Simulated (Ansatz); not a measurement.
Process, species as SMILES: C(=O)=[CH] → 2 C atom + H atom + O atom
B3LYP-D3(BJ)/def2-TZVP geometries, fixed; electronic energies without zero-point terms.
Largest species:
```xyz
4

C      0.2424    -0.1985    -1.2225
C     -0.0383    -0.0128     0.0205
H     -0.2306    -0.6396    -2.0763
O     -0.1243     0.2384     1.1610
```
Charge 0, spin multiplicity 2.

Basis-set convergence of the atomisation energy at wB97M-V with Ansatz (a quantum-chemistry and plane-wave program). All functions are spherical. The program fits the integrals of some runs and decomposes those of others, by size. Open shells are unrestricted. The functional holds VV10 correlation; no added dispersion term, no relativity. Functions are those of the species that has most. Reference: the value in pcseg-4, 423.40 kcal/mol, itself unsure by roughly 0.19 kcal/mol (its mean distance from aug-pcseg-3, aug-cc-pVQZ, cc-pV5Z). Deviations are taken from unrounded values.

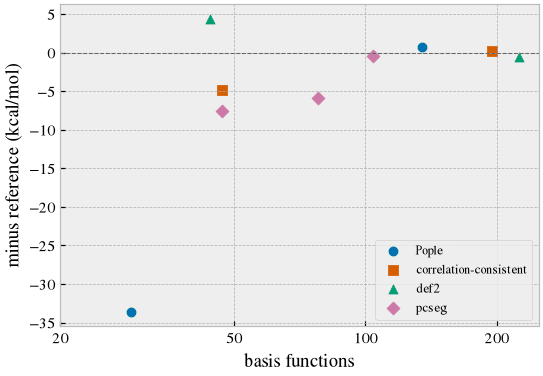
*Deviation from the reference against the number of basis functions, by family of sets.*

```json
[
 {"basis": "6-31G", "functions": "29", "atomisation energy (kcal/mol)": "389.81", "minus reference (kcal/mol)": "-33.59"},
 {"basis": "def2-SV(P)", "functions": "44", "atomisation energy (kcal/mol)": "427.75", "minus reference (kcal/mol)": "4.35"},
 {"basis": "cc-pVDZ", "functions": "47", "atomisation energy (kcal/mol)": "418.53", "minus reference (kcal/mol)": "-4.87"},
 {"basis": "pcseg-1", "functions": "47", "atomisation energy (kcal/mol)": "415.77", "minus reference (kcal/mol)": "-7.64"},
 {"basis": "aug-pcseg-1", "functions": "78", "atomisation energy (kcal/mol)": "417.47", "minus reference (kcal/mol)": "-5.93"},
 {"basis": "pcseg-2", "functions": "104", "atomisation energy (kcal/mol)": "423.00", "minus reference (kcal/mol)": "-0.41"},
 {"basis": "6-311++G(3df,3pd)", "functions": "135", "atomisation energy (kcal/mol)": "424.11", "minus reference (kcal/mol)": "0.70"},
 {"basis": "cc-pVQZ", "functions": "195", "atomisation energy (kcal/mol)": "423.59", "minus reference (kcal/mol)": "0.18"},
 {"basis": "def2-QZVPPD", "functions": "225", "atomisation energy (kcal/mol)": "422.81", "minus reference (kcal/mol)": "-0.60"}
]
```
